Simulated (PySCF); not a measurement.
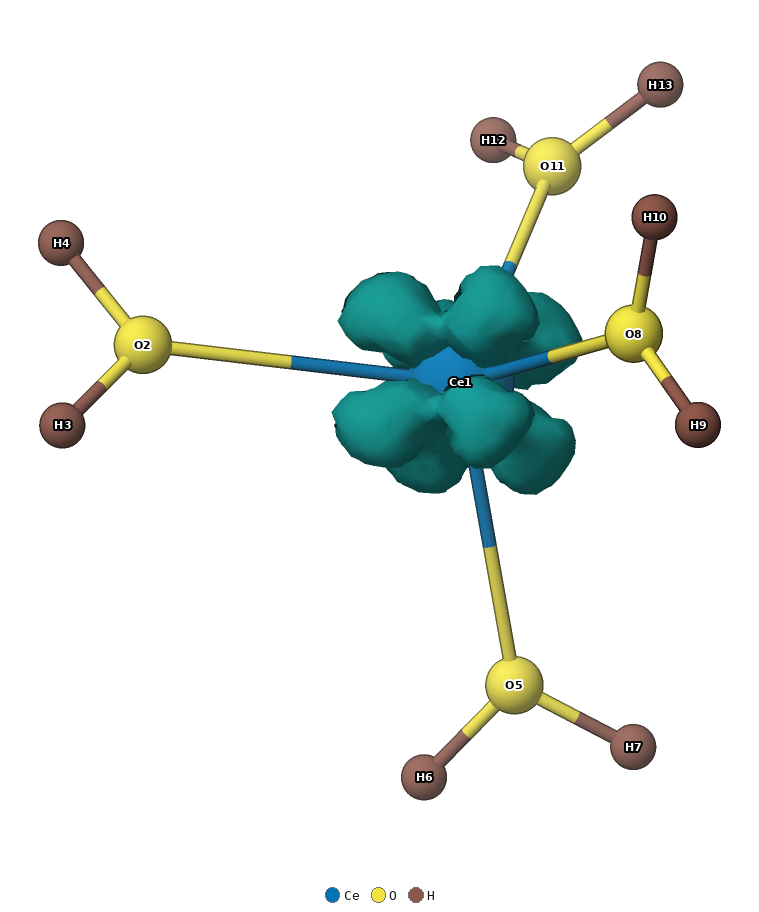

CeH8O4 (charge +3, doublet). Isosurface of the spin density at +0.1 e/Å³ (teal), seen at a tilt.

These are results of UKS PBE0, Ce def2-SVP with ECP28, O def2-SVP, H def2-SVP; non-relativistic Hamiltonian with scalar-relativistic core potentials where named; density fitting (PySCF), not measurements.

```yaml
atoms:
  - { symbol: Ce, position_ang: [0.0000, 0.0000, 0.0000] }
  - { symbol: O, position_ang: [1.3678, 1.3727, 1.3637] }
  - { symbol: H, position_ang: [1.9329, 1.1039, 2.1215] }
  - { symbol: H, position_ang: [1.5351, 2.3382, 1.2883] }
  - { symbol: O, position_ang: [-1.3678, -1.3637, 1.3727] }
  - { symbol: H, position_ang: [-1.5351, -1.2883, 2.3382] }
  - { symbol: H, position_ang: [-1.9329, -2.1215, 1.1039] }
  - { symbol: O, position_ang: [1.3678, -1.3727, -1.3637] }
  - { symbol: H, position_ang: [1.5351, -2.3382, -1.2883] }
  - { symbol: H, position_ang: [1.9329, -1.1039, -2.1215] }
  - { symbol: O, position_ang: [-1.3678, 1.3637, -1.3727] }
  - { symbol: H, position_ang: [-1.9329, 2.1215, -1.1039] }
  - { symbol: H, position_ang: [-1.5351, 1.2883, -2.3382] }
```

Question: Where is the unpaired spin?

Answer: The unpaired spin (1 electron) lies mostly on Ce1 (about 1.0), in electrons by Hirshfeld's partition.
